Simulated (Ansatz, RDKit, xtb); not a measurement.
# C2H11B2N2P: ranking a sample of isomers, part 1 of 2

A sample of isomers of C2H11B2N2P is drawn. Aim: find which of them has the lowest free energy at 298.15 K, then its properties. The sample is small against all isomers, and the most stable one of this formula need not be in it.

The funnel: GFN2-xTB relaxations, single points with a density functional, relaxations at B3LYP-D3(BJ)/def2-SVP, harmonic vibrations (at GFN2-xTB), and a last energy at a higher level. All values are calculated.

## Step 1: Candidates

Isomers were taken from a list of plausible structures; this is a sample, not all of them. That gives 5 candidates.

```tsv
label	SMILES	spin
c070	CBNCB(N)P	singlet
c166	CBNB(P)NC	singlet
c195	CCNB(N)BP	singlet
c584	CNBNB(C)P	singlet
c900	CN(C)BB(N)P	singlet
```

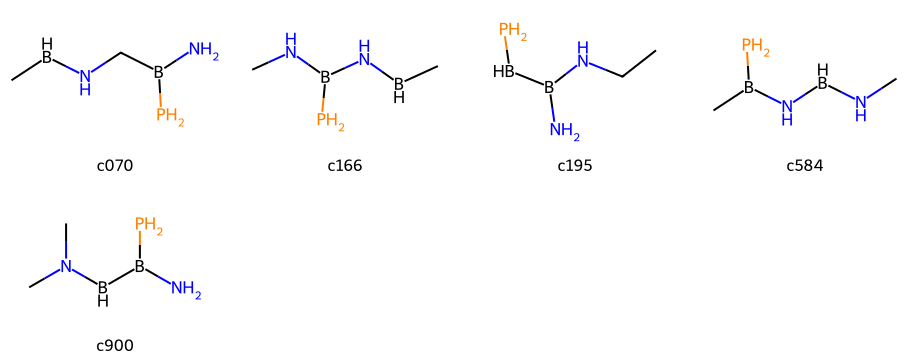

Structural formulas of the candidates.

Candidates are built by distance geometry, with a force field where one applies, in up to four conformers (letters a to d).

## Step 2: Cheap relaxation of all starts

All 20 starts are relaxed the same way. One of them, c195a (taken from a list of plausible isomers, embedded by distance geometry and UFF), in full:

start.xyz

```xyz
18
c195a
C      1.225761    -0.581812    -3.302356
C      1.295202    -0.052894    -1.872682
B      0.192904    -0.159373     0.287725
B      1.468216    -0.428648     1.408475
N      0.281415    -0.754584    -1.090136
N     -1.025501     0.586218     0.797579
P      1.388212     0.254299     3.220223
H      1.416804    -1.627469    -3.349025
H      1.965847    -0.008898    -3.958925
H      0.199679    -0.329865    -3.747576
H      2.303355    -0.256337    -1.468706
H      1.123749     1.053061    -1.935569
H      0.512179    -1.745139    -1.007806
H     -0.720097     1.536984     1.076975
H     -1.433523     0.073426     1.629029
H      2.402313    -1.047768     1.058935
H      1.593690     1.636391     2.761432
H      2.819742     0.021088     3.467528
```

Launch:

```
$ xtb start.xyz --gfn 2 --opt
```

Output, shortened:

```text
* xtb version 6.7.1
[...]
          :  # basis functions                  45          :
[...]
          :  # electrons                        40          :
[...]
          :  Hamiltonian                  GFN2-xTB          :
[...]
          :  net charge                          0          :
          :  unpaired electrons                  0          :
[...]
   *** convergence criteria satisfied after 16 iterations ***
[...]
   *** GEOMETRY OPTIMIZATION CONVERGED AFTER 61 ITERATIONS ***
[...]
   *** convergence criteria satisfied after 3 iterations ***
[...]
         ::                     SUMMARY                     ::
         :::::::::::::::::::::::::::::::::::::::::::::::::::::
         :: total energy             -20.731177613848 Eh    ::
         :: gradient norm              0.000516440382 Eh/a0 ::
         :: HOMO-LUMO gap              2.781624514799 eV    ::
         ::.................................................::
         :: SCC energy               -20.984199766689 Eh    ::
         :: -> isotropic ES            0.054295221937 Eh    ::
         :: -> anisotropic ES          0.008919005740 Eh    ::
         :: -> anisotropic XC          0.008229806021 Eh    ::
         :: -> dispersion             -0.011152381468 Eh    ::
         :: repulsion energy           0.253022152842 Eh    ::
         :: add. restraining           0.000000000000 Eh    ::
         :: total charge               0.000000000000 e     ::
         :::::::::::::::::::::::::::::::::::::::::::::::::::::
[...]
        20        2.0000           -0.3499323              -9.5221 (HOMO)
        21                         -0.2477095              -6.7405 (LUMO)
[...]
     #   Z          covCN         q      C6AA      α(0)
     1   6 C        3.751    -0.115    22.755     6.803
     2   6 C        3.732     0.012    20.460     6.456
     3   5 B        2.644     0.201    18.631     7.280
     4   5 B        2.848     0.190    18.384     7.159
     5   7 N        2.612    -0.269    26.964     7.712
     6   7 N        2.563    -0.357    29.212     8.027
     7  15 P        2.914    -0.209   169.954    23.424
     8   1 H        0.925     0.042     2.417     2.431
     9   1 H        0.925     0.037     2.492     2.469
    10   1 H        0.925     0.038     2.481     2.463
    11   1 H        0.924     0.031     2.572     2.508
    12   1 H        0.923     0.023     2.692     2.566
    13   1 H        0.860     0.134     1.512     1.926
    14   1 H        0.861     0.140     1.470     1.899
[...]
molecular dipole:
                 x           y           z       tot (Debye)
 q only:       -0.435      -0.035      -0.569
   full:       -0.541       0.015      -0.854       2.569
molecular quadrupole (traceless):
[...]
          | TOTAL ENERGY              -20.731177613848 Eh   |
          | GRADIENT NORM               0.000516440382 Eh/α |
          | HOMO-LUMO GAP               2.781624514799 eV   |
           -------------------------------------------------
[...]
```

Run time: 0.58 s. Hardware: 2 threads of Intel Xeon at 2.70GHz, shared host.

## Step 3: Distinct minima at GFN2-xTB

20 of the 20 relaxations converged; 4 ended on a minimum already found. 16 distinct structures remain:

```tsv
label	start	SMILES after	spin	energy (kcal/mol)
c584d	drawn	CNBNB(C)P	singlet	0.0
c584b	drawn	CNBNB(C)P	singlet	0.9
c166d	drawn	CBNB(P)NC	singlet	1.6
c166c	drawn	CBNB(P)NC	singlet	2.5
c166a	drawn	CBNB(P)NC	singlet	3.1
c584c	drawn	CNBNB(C)P	singlet	3.2
c166b	drawn	CBNB(P)NC	singlet	4.7
c070c	drawn	CBNCB(N)P	singlet	21.4
c070a	drawn	CBNCB(N)P	singlet	21.8
c070d	drawn	CBNCB(N)P	singlet	23.3
c900c	drawn	CN(C)BB(N)P	singlet	28.8
c900b	drawn	CN(C)BB(N)P	singlet	29.2
c195a	drawn	CCNB(N)BP	singlet	38.4
c195c	drawn	CCNB(N)BP	singlet	39.5
c195b	drawn	CCNB(N)BP	singlet	40.2
c195d	drawn	CCNB(N)BP	singlet	44.6
```

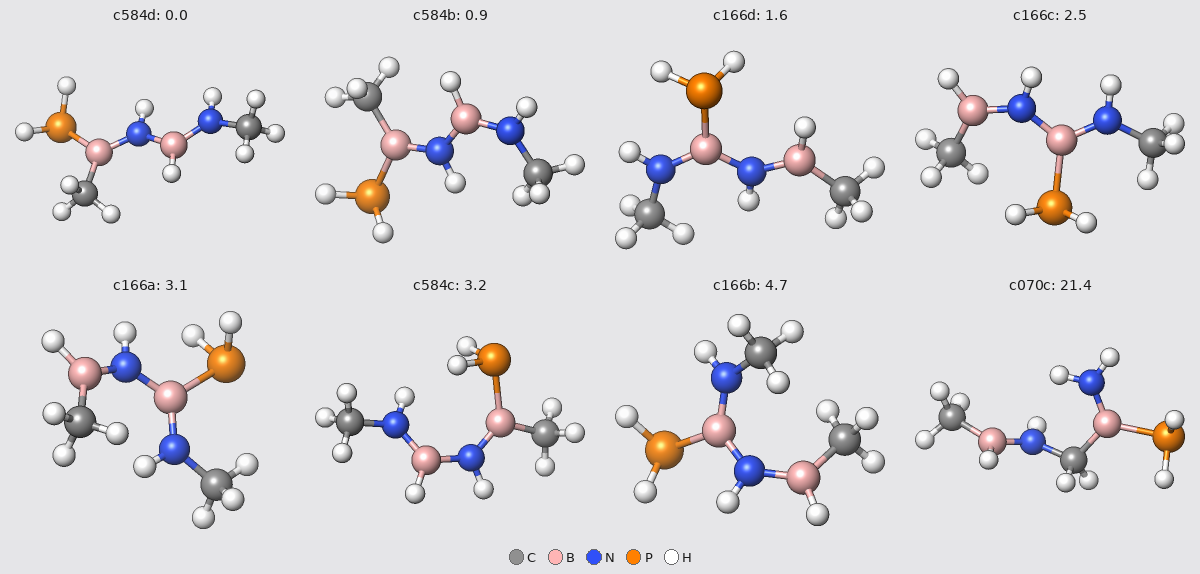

The 8 lowest minima that did not fall apart, with their GFN2-xTB energies in kcal/mol.

## Step 4: Second filter: single points

A choice of the minima (the low ones first, few conformers of a pattern, up to a cap) and the lowest that fell apart get a single point at r2SCAN-D4/def2-SVP on the tight-binding geometry, and one at HF/STO-3G for comparison. The lowest singlets are also tried as triplets at the same geometry (label ending in t). Within 30 kcal/mol but not screened, among others: c166a, c584c, c166b, c070d. The first, c584d:

input.yaml

```yaml
crystal:
  periodic: [false, false, false]
  atoms:
    - {symbol: C, position_ang: [1.953379, 2.514258, 0.078528]}
    - {symbol: C, position_ang: [-1.079194, -1.828218, 2.140503]}
    - {symbol: B, position_ang: [0.286606, 0.691356, 0.668992]}
    - {symbol: B, position_ang: [-1.633417, -1.021929, 0.895759]}
    - {symbol: N, position_ang: [0.746328, 1.746053, -0.109439]}
    - {symbol: N, position_ang: [-0.952912, 0.053709, 0.312534]}
    - {symbol: P, position_ang: [-3.285877, -1.585207, 0.078140]}
    - {symbol: H, position_ang: [2.616282, 2.422777, -0.787345]}
    - {symbol: H, position_ang: [2.476747, 2.146513, 0.957649]}
    - {symbol: H, position_ang: [1.725259, 3.574519, 0.224834]}
    - {symbol: H, position_ang: [0.222040, 2.051675, -0.917827]}
    - {symbol: H, position_ang: [0.898397, 0.344197, 1.600731]}
    - {symbol: H, position_ang: [-1.399127, 0.463254, -0.500287]}
    - {symbol: H, position_ang: [0.006035, -1.833989, 2.192114]}
    - {symbol: H, position_ang: [-1.422883, -2.862294, 2.138236]}
    - {symbol: H, position_ang: [-1.438813, -1.381875, 3.067924]}
    - {symbol: H, position_ang: [-3.978356, -1.849042, 1.244819]}
    - {symbol: H, position_ang: [-3.846312, -0.324760, -0.063664]}
basis:
  gaussian: {orbitals: def2-SVP}
hamiltonian: {xc: r2scan, dispersion: d4}
scf: {lower_state_search: "off"}
```

Launch:

```
$ ansatz run input.yaml --threads 2 --pin off --max-ram 5220MiB --events-out events.jsonl --progress --plain --runs-dir runs
```

Output, shortened:

```text
Warning: RAYON_NUM_THREADS=2 ignored (pool sized by the plan → 2); use --threads N
Functional definition: r2SCAN
  name "r2SCAN"
[...]
1813 factors; their error is unknown
[...]
mean field -15865.59457125 eV, -583.0498464072 hartree, gradient 9.2e-6 eV, S^2 0.000000; 0 other end points of the search recorded, 0 dependent functions left out
reference -15865.59458439 eV, -583.0498468900 hartree; 31, 31 occupied and 126, 126 virtual orbitals, 1813 factors
Total energy: -15865.69978353 eV, -583.0537128872 hartree
Checks for a lower state left out: stability, starts, cluster_reference, orbital_swaps, neighbouring_geometries, increment
```

Wall time 3.3 s (2 threads of Intel Xeon at 2.70GHz, shared host).

Relative energies in kcal/mol, each column from its lowest structure that stays in one piece:

```tsv
label	SMILES	spin	GFN2-xTB	HF/STO-3G	r2SCAN-D4/def2-SVP
c584d	CNBNB(C)P	singlet	0.0	0.0	0.0
c584b	CNBNB(C)P	singlet	0.9	1.0	0.2
c166d	CBNB(P)NC	singlet	1.6	1.7	1.7
c166c	CBNB(P)NC	singlet	2.5	5.3	4.0
c070c	CBNCB(N)P	singlet	21.4	24.9	17.3
c070a	CBNCB(N)P	singlet	21.8	26.0	19.2
c900c	CN(C)BB(N)P	singlet	28.8	45.8	39.3
c900b	CN(C)BB(N)P	singlet	29.2	45.2	39.5
c584dt	CNBNB(C)P	triplet	–	–	108.8
c166dt	CBNB(P)NC	triplet	–	–	121.2
```

## Step 5: Relaxing the best candidates

3 candidates are relaxed at B3LYP-D3(BJ)/def2-SVP (chosen among the lowest in one piece, one conformer a pattern). The first, c584d:

input.yaml: that of step 4 with these lines changed.

```diff
@@ -7,3 +7,3 @@
     - {symbol: B, position_ang: [-1.633417, -1.021929, 0.895759]}
-    - {symbol: N, position_ang: [0.746328, 1.746053, -0.109439]}
+    - {symbol: "N", position_ang: [0.746328, 1.746053, -0.109439]}
     - {symbol: N, position_ang: [-0.952912, 0.053709, 0.312534]}
@@ -23,3 +23,4 @@
   gaussian: {orbitals: def2-SVP}
-hamiltonian: {xc: r2scan, dispersion: d4}
-scf: {lower_state_search: "off"}
+scf: {lower_state_search: off}
+relax: {f_tol: 0.006}
+hamiltonian: {xc: {name: B3LYP}, dispersion: d3bj}
```

Launch:

```
$ ansatz run input.yaml --threads 2 --pin off --max-ram 5220MiB --events-out events.jsonl --progress --plain --runs-dir runs
```

Output, shortened:

```text
Warning: RAYON_NUM_THREADS=2 ignored (pool sized by the plan → 2); use --threads N
[...]
Functional definition: B3LYP
  name "B3LYP"
[...]
1763 factors; integrals over basis functions are off by at most 3.3e-4 eV
[...]
mean field -15871.27290119 eV, -583.2585211836 hartree, gradient 3.1e-6 eV, S^2 0.000000; 0 other end points of the search recorded, 0 dependent functions left out
[...]
reference -15871.27321103 eV, -583.2585325701 hartree; 31, 31 occupied and 126, 126 virtual orbitals, 1763 factors
relax step   1: F+E_penalty+E_count = -15871.96669463 eV  Δ(F+E_penalty+E_count) = +0.000e0 eV  max|allowed force component| = 8.765e-1 eV/Å  Δτ_max = 0.0000 Å  (16 SCF iters, accepted)
[...]
relax step   3: F+E_penalty+E_count = -15872.08308711 eV  Δ(F+E_penalty+E_count) = -1.413e-2 eV  max|allowed force component| = 6.705e-2 eV/Å  Δτ_max = 0.0542 Å  (19 SCF iters, accepted)
[...]
Atom 9 at     1.815152     3.564799     0.366414 Å, force     0.000379    -0.000217     0.000130 eV/Å
Atom 10 at     0.192338     2.172055    -0.887315 Å, force     0.000298    -0.000175    -0.000005 eV/Å
Atom 11 at     0.927835     0.257883     1.507018 Å, force    -0.001571     0.001029     0.002402 eV/Å
Atom 12 at    -1.502385     0.488174    -0.510723 Å, force    -0.000459    -0.000274     0.000054 eV/Å
Atom 13 at     0.049400    -1.821773     2.146388 Å, force    -0.003456     0.000041     0.000018 eV/Å
Atom 14 at    -1.435166    -2.815412     2.242814 Å, force     0.002110     0.003957    -0.000332 eV/Å
Atom 15 at    -1.355613    -1.247772     3.059017 Å, force     0.002488    -0.002677    -0.003634 eV/Å
Atom 16 at    -4.033124    -1.844212     1.339822 Å, force     0.000829     0.000296    -0.000753 eV/Å
Atom 17 at    -3.907787    -0.465560    -0.256717 Å, force     0.000261     0.000040     0.000220 eV/Å
Dipole moment:     0.252128     0.590625    -0.158637 e Å
Checks for a lower state left out: stability, starts, cluster_reference, orbital_swaps, neighbouring_geometries, increment
```

Wall time 65 s (2 threads of Intel Xeon at 2.70GHz, shared host).

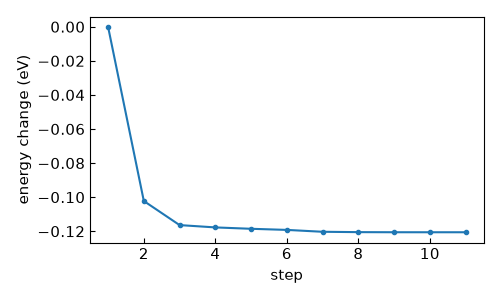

Energy along the run, all evaluated steps.

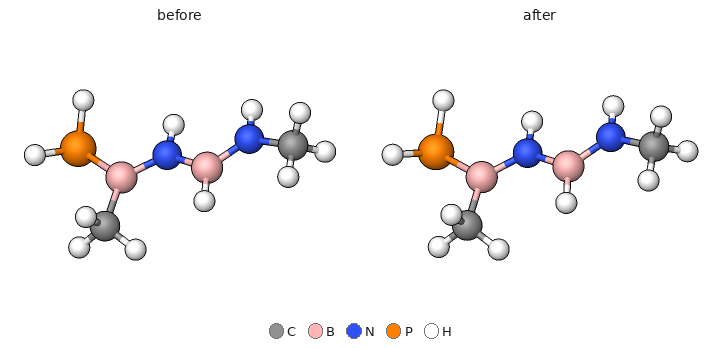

Before and after, at one scale.

After the run. Some bond lengths: C2–B4 1.579 Å, C1–N5 1.448 Å, B3–N5 1.403 Å, B3–N6 1.446 Å, B4–N6 1.420 Å, B4–P7 1.946 Å, C1–H8 1.105 Å, C1–H9 1.099 Å, C1–H10 1.105 Å, N5–H11 1.017 Å, B3–H12 1.205 Å, N6–H13 1.018 Å, C2–H14 1.101 Å, C2–H15 1.101 Å, C2–H16 1.106 Å, P7–H17 1.426 Å. Some angles: C2–B4–N6 123.1°, C2–B4–P7 118.0°, N6–B4–P7 118.8°, C1–N5–B3 126.5°, N5–B3–N6 121.3°, B3–N6–B4 129.1°, B4–C2–H14 113.4°, B4–C2–H15 112.8°, B4–C2–H16 108.4°, C1–N5–H11 113.7°.

## Step 6: Ranking at B3LYP-D3(BJ)/def2-SVP

```tsv
label	spin	r2SCAN-D4/def2-SVP (kcal/mol)	B3LYP-D3(BJ)/def2-SVP, relaxed (kcal/mol)	time
c584d	singlet	0.0	0.0	65 s
c166d	singlet	1.7	1.3	2 min
c070c	singlet	17.3	17.7	61 s
```

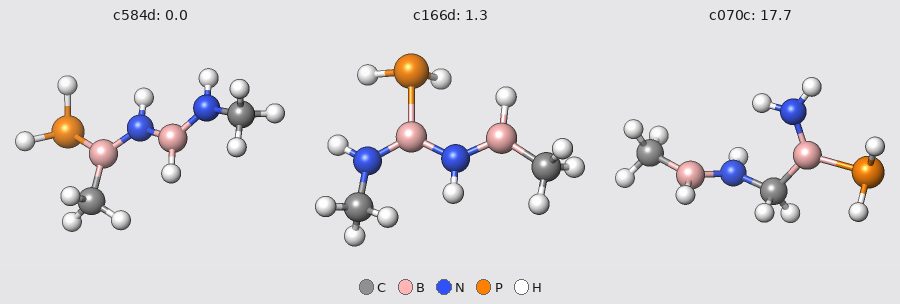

The relaxed structures, with energies at B3LYP-D3(BJ)/def2-SVP in kcal/mol.

(Continued in part 2 of 2.)
